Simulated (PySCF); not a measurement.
## C$_{8}$H$_{10}$F$_{2}$O$_{2}$S: NMR shielding calculation

The run: NMR shielding calculation of C$_{8}$H$_{10}$F$_{2}$O$_{2}$S. Method and program: GIAO B97-2/pcSseg-1 NMR shielding, non-relativistic, gas phase (PySCF 2.14.0).

The geometry comes from this level: PBE0-D3(BJ)/def2-SVP. Figures and captions count atoms from 1; the log counts them from 0 in places.

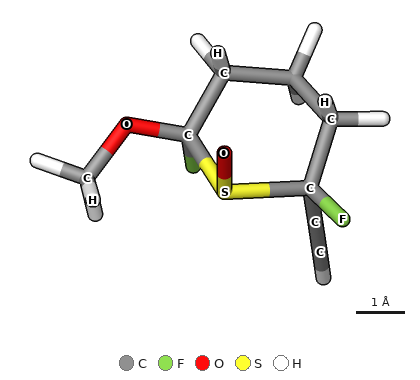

The structure as given in the input (stick view, seen at a tilt). Bond lengths as drawn: C–C 1.21 to 1.52 Å, C–F 1.37 Å, C–H 1.07 to 1.10 Å, C–O 1.35 to 1.42 Å, C–S 1.90 to 1.91 Å and O–S 1.50 Å.

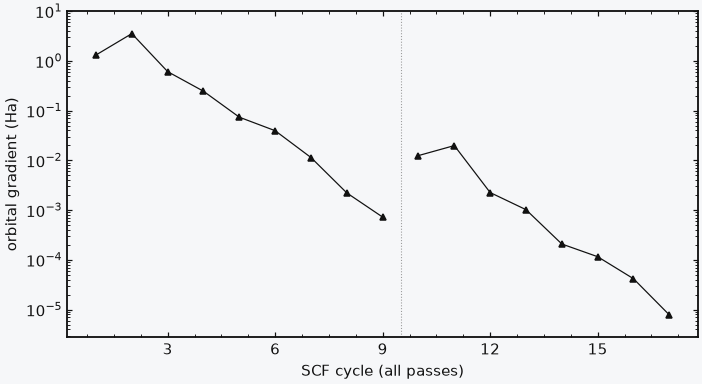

Convergence of the self-consistent field: orbital gradient against the SCF cycle. The dotted line marks the change from a coarse to the final integration grid. The first 9 cycles use a coarse grid, the final grid takes over at cycle 10, and the field converges after 17 cycles in all.

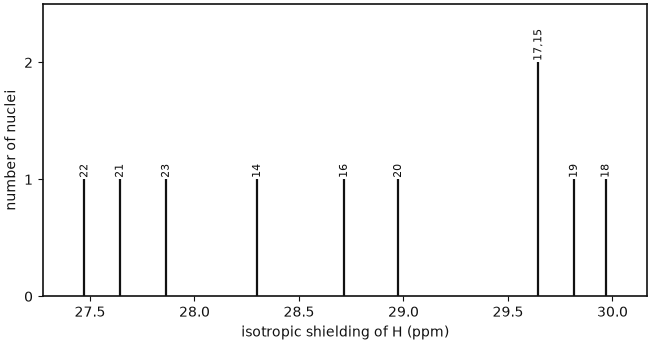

Isotropic shieldings of the hydrogen nuclei in this fixed geometry, labelled by atom number; shielding grows to the right, so chemical shift grows to the left. The least shielded is H22 (27.5 ppm), the most shielded H18 (30.0 ppm).

The input that produced these results follows, with the program's output.

## Input file
```
{"job": {"kind": "nmr", "xc": "B97-2", "basis": "pcSseg-1", "pop": false}, "charge": 0, "multiplicity": 1}
C     -1.466032     1.883645    -1.466294
C     -1.239091     1.021284    -0.648221
C     -0.966241     0.005105     0.350037
F     -1.686271     0.257870     1.488337
C     -1.210950    -1.424255    -0.079412
C     -0.364285    -1.853130    -1.269174
C      1.125001    -1.849688    -0.960332
C      1.676327    -0.497053    -0.599085
F      1.427394     0.435034    -1.575782
O      3.003411    -0.608627    -0.369664
C      3.691435     0.538459     0.091918
S      0.825559     0.169702     0.973608
O      1.003179    -0.953293     1.955807
H     -1.663111     2.645900    -2.197961
H     -2.286288    -1.521138    -0.295782
H     -0.986122    -2.043132     0.804844
H     -0.570506    -1.201661    -2.134139
H     -0.660233    -2.870541    -1.563854
H      1.716346    -2.205994    -1.818209
H      1.350894    -2.504762    -0.105312
H      3.368921     1.443996    -0.443744
H      3.546002     0.670518     1.176772
H      4.756871     0.364121    -0.102341
```

The first line tells a small driver script what to run in PySCF; the rest is the geometry in Å.

Run as:
```bash
OMP_NUM_THREADS=2 python <driver script> task.json out
```

## The program's output
```
coarse grid: 20856 points
cycle   1  E = -1058.3496468449  dE =  2.258e+00  |g| = 1.316e+00  |ddm| = 4.658e+00
cycle   2  E = -1055.9430212482  dE =  2.407e+00  |g| = 3.541e+00  |ddm| = 6.075e+00
cycle   3  E = -1058.5988245005  dE = -2.656e+00  |g| = 6.092e-01  |ddm| = 5.542e+00
cycle   4  E = -1058.6646818352  dE = -6.586e-02  |g| = 2.458e-01  |ddm| = 9.974e-01
cycle   5  E = -1058.6739650236  dE = -9.283e-03  |g| = 7.391e-02  |ddm| = 2.319e-01
cycle   6  E = -1058.6749117096  dE = -9.467e-04  |g| = 3.953e-02  |ddm| = 8.011e-02
cycle   7  E = -1058.6752758316  dE = -3.641e-04  |g| = 1.141e-02  |ddm| = 3.619e-02
cycle   8  E = -1058.6753039569  dE = -2.813e-05  |g| = 2.217e-03  |ddm| = 1.181e-02
cycle   9  E = -1058.6753050100  dE = -1.053e-06  |g| = 7.237e-04  |ddm| = 3.835e-03
final grid: 200760 points
cycle  10  E = -1058.7779499396  dE = -1.209e-04  |g| = 1.250e-02  |ddm| = 8.353e-02
cycle  11  E = -1058.7779096833  dE =  4.026e-05  |g| = 1.985e-02  |ddm| = 2.519e-02
cycle  12  E = -1058.7779711492  dE = -6.147e-05  |g| = 2.257e-03  |ddm| = 1.896e-02
cycle  13  E = -1058.7779719848  dE = -8.356e-07  |g| = 1.021e-03  |ddm| = 4.032e-03
cycle  14  E = -1058.7779721636  dE = -1.788e-07  |g| = 2.083e-04  |ddm| = 1.124e-03
cycle  15  E = -1058.7779721709  dE = -7.259e-09  |g| = 1.157e-04  |ddm| = 2.638e-04
cycle  16  E = -1058.7779721737  dE = -2.789e-09  |g| = 4.175e-05  |ddm| = 1.114e-04
cycle  17  E = -1058.7779721741  dE = -4.093e-10  |g| = 7.819e-06  |ddm| = 4.157e-05
converged SCF energy = -1058.7779721741

GIAO shielding tensors (ppm)
atom      isotropic    diamagn.    paramagn.     s11        s22        s33       span
  0 C       93.539     259.853    -166.314     30.278     36.575    213.763    183.484
  1 C      106.795     264.702    -157.907      7.989     13.634    298.761    290.772
  2 C       81.331     240.116    -158.785     58.903     77.283    107.807     48.905
  3 F      332.388     473.656    -141.268    296.775    324.079    376.311     79.535
  4 C      154.919     247.541     -92.622    136.301    153.848    174.607     38.305
  5 C      164.446     247.619     -83.173    156.119    164.552    172.668     16.549
  6 C      155.867     248.387     -92.520    141.889    151.769    173.943     32.055
  7 C       57.107     254.718    -197.611     44.392     56.315     70.613     26.221
  8 F      310.667     479.886    -169.219    223.075    316.707    392.219    169.144
  9 O      245.259     393.577    -148.318    194.356    252.677    288.745     94.389
 10 C      132.382     245.634    -113.252    105.935    111.678    179.533     73.598
 11 S      139.927    1054.427    -914.500    -14.505     98.619    335.667    350.172
 12 O      240.922     398.299    -157.377     69.274    239.667    413.826    344.552
 13 H       28.299      34.251      -5.952     23.778     24.095     37.026     13.248
 14 H       29.649      28.727       0.922     24.755     27.866     36.326     11.570
 15 H       28.716      30.404      -1.689     25.851     27.254     33.042      7.191
 16 H       29.642      29.964      -0.322     26.931     27.517     34.478      7.547
 17 H       29.968      27.419       2.549     24.143     27.731     38.029     13.885
 18 H       29.816      28.569       1.246     24.456     29.154     35.838     11.382
 19 H       28.974      30.063      -1.089     26.201     27.388     33.334      7.133
 20 H       27.643      29.608      -1.965     23.302     26.084     33.544     10.242
 21 H       27.474      28.850      -1.376     22.208     26.482     33.732     11.524
 22 H       27.864      25.765       2.098     23.449     25.418     34.724     11.275
```

## Summary

- outcome: converged
- total energy: −1058.777972 hartree
- HOMO: −6.66 eV
- LUMO: −0.67 eV
- dipole moment: 3.79 D
- isotropic shielding, C: 57.1 to 164.4 ppm
- isotropic shielding, F: 310.7 to 332.4 ppm
- isotropic shielding, O: 240.9 to 245.3 ppm
- isotropic shielding, S: 139.9 ppm
- isotropic shielding, H: 27.5 to 30.0 ppm
- hardware: 2 CPU threads, shared host
- wall time: 52 s (CPU time 2 min)
- peak memory: 2.2 GiB
